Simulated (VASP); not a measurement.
Band structure of MoP (relaxed from the zinc blende structure, space group F-43m). All values below come from PBEsol GGA, VASP's PBE PAW potentials (set 64) (plane waves; VASP 6.6.1).

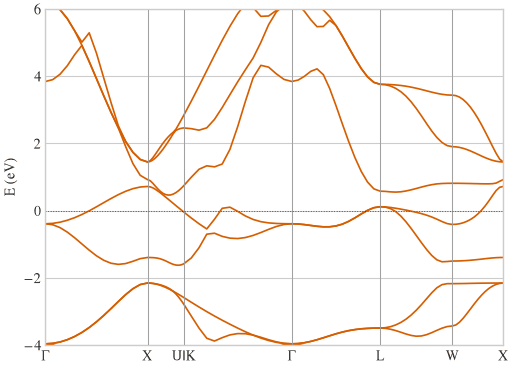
Figure. Bands along high-symmetry lines, zero at the valence-band maximum or, without a gap, the Fermi level

Read the plot: is there a gap, and where are the band edges?

It has no gap at this level: it comes out as a metal or semimetal. (Edges off the drawn lines would not show.)

The structure was generated: MoP was put into the zinc blende type (F-43m), which need not be its known phase. It was relaxed first, which changed the volume by -30 %. The electron count is odd and the run is not spin-polarised, which forces a metal.
